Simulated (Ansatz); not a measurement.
# Si: one atom moved over a plane

The task, for Si: map the energy of atom 1 (Si) over a plane.

Method: DFT r2SCAN, scalar-relativistic, plane waves, PAW, in Ansatz 0.2.0.

1 further run of the same task is left out (set aside as unsound or not needed). Runs told in other sessions of the task aren't counted.

## (1) The starting structure

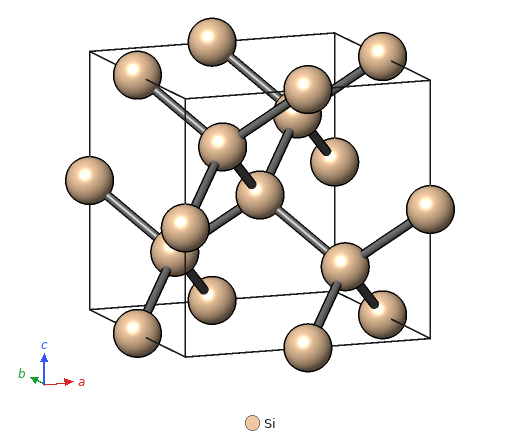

Start, viewed slightly off an axis; silicon light orange. The cell drawn here is the conventional one.

Coordinates:

```
Si
1.0
     0.00000    2.72211    2.72211
     2.72211    0.00000    2.72211
     2.72211    2.72211    0.00000
Si
2
Cartesian
  2.7221 2.7221 2.7221
  4.0832 4.0832 4.0832
```

It is the result of an earlier relaxation at this level (volume 20.17 Å³/atom; gap on the mesh: 0.78 eV).

## (2) The reference cell

The reference gives a free energy of -1278.1301 eV, pressure 0.01 GPa, largest force 0.000 eV/Å and gap on the mesh 0.81 eV. It was computed beforehand with the settings of the runs below.

## (3) Setting up one atom moved over a plane

Atom 1 (Si) is moved by p along (1.000, 0.000, 0.000) and q along (0.000, 0.000, 1.000) (Å), all else fixed; its images in the other cells move with it. Points alike by symmetry are run once.

## (4) p = -0.450, q = -0.450

input.yaml

```yaml
crystal:
  lattice:
    - [0.0, 2.7221053414, 2.7221053414]
    - [2.7221053414, 0.0, 2.7221053414]
    - [2.7221053414, 2.7221053414, 0.0]
  atoms:
    - { symbol: Si, position: [0.5, 0.3346867797, 0.5] }
    - { symbol: Si, position: [0.75, 0.75, 0.75] }
basis:
  ecutwfc: 500
kpoints:
  mp_grid: { grid: [8, 8, 8] }
hamiltonian:
  xc: r2scan
scf:
  occupations: { method: gaussian, width: 0.05 }
output:
  forces: true
  stress: true
  eigenvalues: true
```

On the command line:

```bash
> ansatz run input.yaml --threads 2 --pin off --max-ram 5120MiB --backend cpu --events-out ev --progress --plain --runs-dir out
```

Output, cut to the lines that bear on the results:

```text
Warning: RAYON_NUM_THREADS=2 ignored (pool sized by the plan → 2); use --threads N
[...]
Pseudopotentials: kind: paw
Pseudopotential: Si, paw, valence charge 4, recommended cutoff 500 eV (meta_gga), Si.paw.azcp
Functional definition: r2SCAN
[...]
Crystal: 2 atoms, lattice volume = 40.341 Å³
Basis set: ecut = 500 eV, 965 PW (Γ), exchange–correlation on 120×120×120 points (64 copies of the dense FFT grid, shifted against one another)
Bands: 8, of which v1, the nominal top of the filled ones, is band 4 counted from 1 (3 counted from 0)
Symmetry: 4 space group operations
Space group: C2/m (ITA 12), of the structure as read, at distance tolerance 3.4e-5 Å
k-points: 150 of 512
[...]
SCF iter   1: F=—  HF=-1275.419318 eV  |F-HF|=—  |Δ(HF+E_count)|=         —  Δρ=4.53e-3  dr2=8.53e-3  dr2_τ=1.97e-2  ethr=1.77e-3  ⟨swp⟩=6.2  Hψ=11536  notcnv=0
[...]
SCF iter   6: F=-1275.425873 eV  HF=-1275.425873 eV  |F-HF|=1.81e-10  |Δ(HF+E_count)|=   5.14e-8  Δρ=1.09e-6  dr2=5.66e-10  dr2_τ=1.19e-11  ethr=5.74e-10  ⟨swp⟩=3.6  Hψ=5623  notcnv=0
[...]
SCF converged after 6 iterations
Free energy (F): -1275.425873 eV
[...]
E sigma→0 (E₀):  -1275.425549 eV
Entropy (-TS):   -0.000647 eV (-0.323 meV/atom)
Fermi energy:    6.323937 eV
[...]
--- Forces (eV/Å), atoms counted from 1 ---
  atom   1  Si     6.11744561    -7.81948124     6.11744561
  atom   2  Si    -6.11744561     7.81948124    -6.11744561
[...]
--- Stress (GPa, compression-positive) ---
        9.836252     -23.969624      15.847029
      -23.969624      30.540149     -23.969624
       15.847029     -23.969624       9.836252
  P = ⅓ Tr σ = 16.7376 GPa (167.376 kbar)
--- Band table (eV; the first three rows and the last of 150) ---
  k-point 0: bands = ["-6.7751", "3.6397", "6.5210", "6.8969", "7.5450", "9.3449", "9.3499", "10.6077"]
[...]
```

Run time: 3.1 s. Hardware: 2 threads of Arm Neoverse V2, shared host; peak memory 0.45 GiB.

## (5) p = -0.450, q = 0.000

input.yaml: that of step 4 with these lines changed.

```diff
@@ -6,3 +6,3 @@
   atoms:
-    - { symbol: Si, position: [0.5, 0.3346867797, 0.5] }
+    - { symbol: Si, position: [0.5826566102, 0.4173433898, 0.4173433898] }
     - { symbol: Si, position: [0.75, 0.75, 0.75] }
```

On the command line:

```bash
> ansatz run input.yaml --threads 2 --pin off --max-ram 5120MiB --backend cpu --events-out ev --progress --plain --runs-dir out
```

Output, cut to the lines that bear on the results:

```text
Warning: RAYON_NUM_THREADS=2 ignored (pool sized by the plan → 2); use --threads N
[...]
Pseudopotentials: kind: paw
Pseudopotential: Si, paw, valence charge 4, recommended cutoff 500 eV (meta_gga), Si.paw.azcp
Functional definition: r2SCAN
[...]
Crystal: 2 atoms, lattice volume = 40.341 Å³
Basis set: ecut = 500 eV, 965 PW (Γ), exchange–correlation on 120×120×120 points (64 copies of the dense FFT grid, shifted against one another)
Bands: 8, of which v1, the nominal top of the filled ones, is band 4 counted from 1 (3 counted from 0)
Symmetry: 8 space group operations
Space group: Imma (ITA 74), of the structure as read, at distance tolerance 3.4e-5 Å
k-points: 95 of 512
[...]
SCF iter   1: F=—  HF=-1276.880694 eV  |F-HF|=—  |Δ(HF+E_count)|=         —  Δρ=3.92e-3  dr2=6.25e-3  dr2_τ=1.38e-2  ethr=1.77e-3  ⟨swp⟩=6.1  Hψ=7191  notcnv=0
[...]
SCF iter   6: F=-1276.891227 eV  HF=-1276.891227 eV  |F-HF|=2.31e-9  |Δ(HF+E_count)|=   8.87e-8  Δρ=9.88e-6  dr2=2.75e-8  dr2_τ=3.65e-10  ethr=1.25e-9  ⟨swp⟩=6.0  Hψ=4163  notcnv=0
[...]
SCF converged after 6 iterations
Free energy (F): -1276.891227 eV
[...]
E sigma→0 (E₀):  -1276.890835 eV
Entropy (-TS):   -0.000783 eV (-0.392 meV/atom)
Fermi energy:    6.580997 eV
[...]
--- Forces (eV/Å), atoms counted from 1 ---
  atom   1  Si     4.96244269    -0.00000000    -0.00000000
  atom   2  Si    -4.96244269     0.00000000     0.00000000
[...]
--- Stress (GPa, compression-positive) ---
       -1.676048       0.000000      -0.000000
        0.000000      10.734119     -19.318009
       -0.000000     -19.318009      10.734119
  P = ⅓ Tr σ = 6.5974 GPa (65.974 kbar)
--- Band table (eV; the first three rows and the last of 95) ---
  k-point 0: bands = ["-6.6212", "3.9307", "6.5871", "7.4697", "8.1845", "8.2994", "9.6574", "9.9604"]
[...]
```

Run time: 2.1 s. Hardware: 2 threads of Arm Neoverse V2, shared host; peak memory 0.43 GiB.

## (6) p = -0.450, q = -0.225

input.yaml: that of step 5 with these lines changed.

```diff
@@ -6,3 +6,3 @@
   atoms:
-    - { symbol: Si, position: [0.5826566102, 0.4173433898, 0.4173433898] }
+    - { symbol: Si, position: [0.5413283051, 0.3760150848, 0.4586716949] }
     - { symbol: Si, position: [0.75, 0.75, 0.75] }
```

On the command line:

```bash
> ansatz run input.yaml --threads 2 --pin off --max-ram 5120MiB --backend cpu --events-out ev --progress --plain --runs-dir out
```

Output, cut to the lines that bear on the results:

```text
Warning: RAYON_NUM_THREADS=2 ignored (pool sized by the plan → 2); use --threads N
[...]
Pseudopotentials: kind: paw
Pseudopotential: Si, paw, valence charge 4, recommended cutoff 500 eV (meta_gga), Si.paw.azcp
Functional definition: r2SCAN
[...]
Crystal: 2 atoms, lattice volume = 40.341 Å³
Basis set: ecut = 500 eV, 965 PW (Γ), exchange–correlation on 120×120×120 points (64 copies of the dense FFT grid, shifted against one another)
Bands: 8, of which v1, the nominal top of the filled ones, is band 4 counted from 1 (3 counted from 0)
Symmetry: 2 space group operations
Space group: P-1 (ITA 2), of the structure as read, at distance tolerance 3.4e-5 Å
k-points: 260 of 512
[...]
SCF iter   1: F=—  HF=-1276.498417 eV  |F-HF|=—  |Δ(HF+E_count)|=         —  Δρ=3.85e-3  dr2=5.92e-3  dr2_τ=1.52e-2  ethr=1.77e-3  ⟨swp⟩=6.1  Hψ=19809  notcnv=0
[...]
SCF iter   6: F=-1276.507863 eV  HF=-1276.507863 eV  |F-HF|=1.75e-8  |Δ(HF+E_count)|=   1.16e-7  Δρ=1.30e-5  dr2=6.29e-8  dr2_τ=1.05e-9  ethr=1.25e-9  ⟨swp⟩=6.8  Hψ=12195  notcnv=0
[...]
SCF converged after 6 iterations
Free energy (F): -1276.507863 eV
[...]
E sigma→0 (E₀):  -1276.507613 eV
Entropy (-TS):   -0.000502 eV (-0.251 meV/atom)
Fermi energy:    6.507700 eV
[...]
--- Forces (eV/Å), atoms counted from 1 ---
  atom   1  Si     5.15614565    -3.79235902     3.36254414
  atom   2  Si    -5.15614565     3.79235902    -3.36254414
[...]
--- Stress (GPa, compression-positive) ---
        1.266160     -11.276703       8.363300
      -11.276704      15.567925     -20.753435
        8.363300     -20.753434      10.630026
  P = ⅓ Tr σ = 9.1547 GPa (91.547 kbar)
--- Band table (eV; the first three rows and the last of 260) ---
  k-point 0: bands = ["-6.6706", "3.8659", "6.4832", "7.2916", "7.9797", "8.6151", "9.5659", "10.1717"]
[...]
```

Wall time 5.2 s (2 threads of Arm Neoverse V2, shared host); peak memory 0.49 GiB.

## (7) At p = -0.225, q = 0.000

input.yaml: that of step 6 with these lines changed.

```diff
@@ -6,3 +6,3 @@
   atoms:
-    - { symbol: Si, position: [0.5413283051, 0.3760150848, 0.4586716949] }
+    - { symbol: Si, position: [0.5413283051, 0.4586716949, 0.4586716949] }
     - { symbol: Si, position: [0.75, 0.75, 0.75] }
```

On the command line:

```bash
> ansatz run input.yaml --threads 2 --pin off --max-ram 5120MiB --backend cpu --events-out ev --progress --plain --runs-dir out
```

Output, cut to the lines that bear on the results:

```text
[...]
SCF converged after 6 iterations
Free energy (F): -1277.791189 eV
[...]
E sigma→0 (E₀):  -1277.790927 eV
Entropy (-TS):   -0.000523 eV (-0.261 meV/atom)
Fermi energy:    6.623820 eV
[...]
--- Forces (eV/Å), atoms counted from 1 ---
  atom   1  Si     2.87373491    -0.00000000    -0.00000000
  atom   2  Si    -2.87373491     0.00000000     0.00000000
[...]
--- Stress (GPa, compression-positive) ---
       -0.576028      -0.000000      -0.000000
        0.000000       2.844608      -9.167150
       -0.000000      -9.167150       2.844608
  P = ⅓ Tr σ = 1.7044 GPa (17.044 kbar)
--- Band table (eV; the first three rows and the last of 95) ---
  k-point 0: bands = ["-6.4690", "4.9536", "6.2028", "7.2072", "8.1288", "8.6220", "9.4479", "9.8798"]
[...]
```

Run time: 2.1 s. Hardware: 2 threads of Arm Neoverse V2, shared host; peak memory 0.43 GiB.

## (8) p = -0.225, q = -0.225

input.yaml: that of step 7 with these lines changed.

```diff
@@ -6,3 +6,3 @@
   atoms:
-    - { symbol: Si, position: [0.5413283051, 0.4586716949, 0.4586716949] }
+    - { symbol: Si, position: [0.5, 0.4173433898, 0.5] }
     - { symbol: Si, position: [0.75, 0.75, 0.75] }
```

On the command line:

```bash
> ansatz run input.yaml --threads 2 --pin off --max-ram 5120MiB --backend cpu --events-out ev --progress --plain --runs-dir out
```

Output, cut to the lines that bear on the results:

```text
[...]
SCF converged after 6 iterations
Free energy (F): -1277.445706 eV
[...]
E sigma→0 (E₀):  -1277.445431 eV
Entropy (-TS):   -0.000551 eV (-0.275 meV/atom)
Fermi energy:    6.547321 eV
[...]
--- Forces (eV/Å), atoms counted from 1 ---
  atom   1  Si     2.98538386    -1.90356737     2.98538386
  atom   2  Si    -2.98538386     1.90356737    -2.98538386
[...]
--- Stress (GPa, compression-positive) ---
        2.285595      -9.821411       4.391129
       -9.821411       6.298548      -9.821411
        4.391129      -9.821411       2.285595
  P = ⅓ Tr σ = 3.6232 GPa (36.232 kbar)
--- Band table (eV; the first three rows and the last of 150) ---
  k-point 0: bands = ["-6.5295", "4.5995", "6.1886", "7.7100", "7.8332", "8.4110", "9.7138", "9.8040"]
[...]
```

Run time: 3.1 s. Hardware: 2 threads of Arm Neoverse V2, shared host; peak memory 0.45 GiB.

## (9) All points together

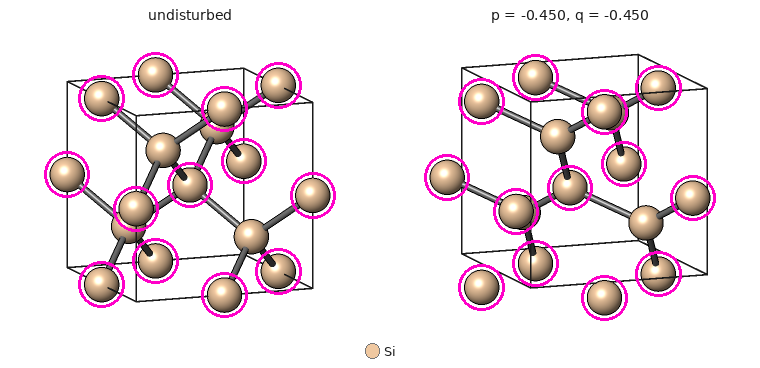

The undisturbed cell and the costliest point of the scan, at one scale, with neighbouring cells. Atom 1 and its images are ringed.

Energy above the undisturbed cell in eV/cell; points alike by symmetry are filled in, and a dash was not computed:

| p \ q | -0.450 | -0.225 | 0.000 | 0.225 | 0.450 |
| --- | --- | --- | --- | --- | --- |
| -0.450 | 2.704 | 1.622 | 1.239 | 1.622 | 2.704 |
| -0.225 | 1.622 | 0.684 | 0.339 | 0.684 | 1.622 |
| 0.000 | 1.239 | 0.339 | 0.000 | 0.339 | 1.239 |
| 0.225 | 1.622 | 0.684 | 0.339 | 0.684 | 1.622 |
| 0.450 | 2.704 | 1.622 | 1.239 | 1.622 | 2.704 |

Pressure in GPa:

```
 p \ q  -0.450  -0.225  0.000  0.225  0.450
-0.450    16.7     9.2    6.6    9.2   16.7
-0.225     9.2     3.6    1.7    3.6    9.2
 0.000     6.6     1.7    0.0    1.7    6.6
 0.225     9.2     3.6    1.7    3.6    9.2
 0.450    16.7     9.2    6.6    9.2   16.7
```

Gap on the mesh in eV:

```
 p \ q  -0.450  -0.225  0.000  0.225  0.450
-0.450    0.00    0.00   0.00   0.00   0.00
-0.225    0.00    0.00   0.00   0.00   0.00
 0.000    0.00    0.00   0.81   0.00   0.00
 0.225    0.00    0.00   0.00   0.00   0.00
 0.450    0.00    0.00   0.00   0.00   0.00
```

Where the gap reads zero, the mesh chosen for the insulator is on the coarse side.

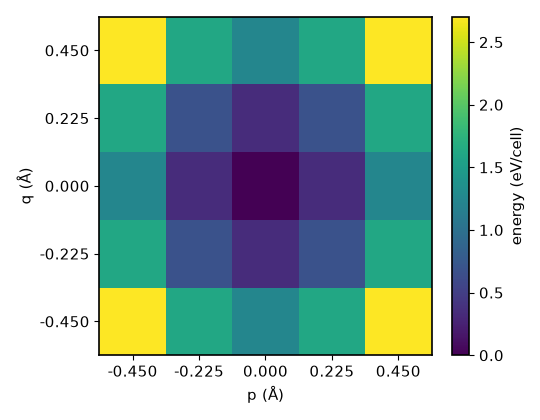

The energy map; blank cells were not computed.

## (10) Results

| quantity | value |
| --- | --- |
| highest point | 2.704 eV/cell at (p, q) = (-0.450, -0.450) |
| lowest point away from the origin | 0.339 eV/cell at (-0.225, 0.000) |

The undisturbed cell is the lowest computed point. Read as harmonic, the points at ±0.225 Å give force constants of 13.39 eV/Å² along p and 13.39 eV/Å² along q, so the site is nearly isotropic in this plane. The gap on the mesh runs from 0.00 to 0.81 eV over the map.

These are semilocal Kohn-Sham gaps, which aren't the measured quantity. Such gaps usually fall short of the measured ones.
